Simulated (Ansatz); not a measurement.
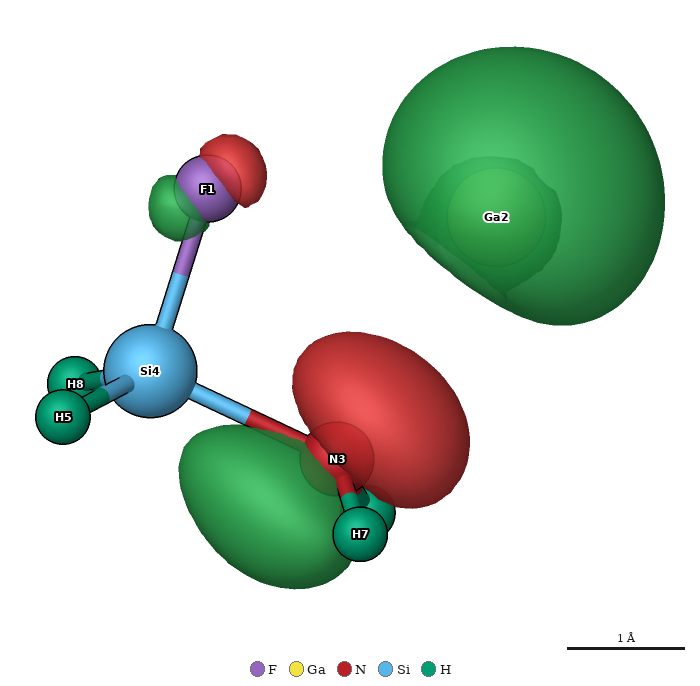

Figure 1: FGaH4NSi (charge +1). One frontier orbital at ±0.15 Å⁻³ᐟ² (green and red are the two phases), seen across its widest extent.

Geometry: B3LYP-D3(BJ)/6-311G**.

All numbers below come from Ansatz, isolated molecule in a Gaussian basis; Kohn-Sham density functional theory, functional PBE0.

```yaml
atoms:
  - { symbol: F, position_ang: [1.7669, 0.9252, -0.1180] }
  - { symbol: Ga, position_ang: [1.2599, -1.5019, -0.3953] }
  - { symbol: N, position_ang: [-0.1008, -0.2089, 1.2665] }
  - { symbol: Si, position_ang: [0.6685, 1.3727, 1.0391] }
  - { symbol: H, position_ang: [1.4102, 1.7741, 2.2384] }
  - { symbol: H, position_ang: [-1.0862, -0.2675, 1.0171] }
  - { symbol: H, position_ang: [0.0020, -0.6283, 2.1886] }
  - { symbol: H, position_ang: [-0.2641, 2.3289, 0.4344] }
```

> Which orbital is it: HOMO or LUMO?

The HOMO, at −12.97 eV. Its weight (Hirshfeld) is mainly on Ga2 (about 55 %) and N3 (about 35 %).
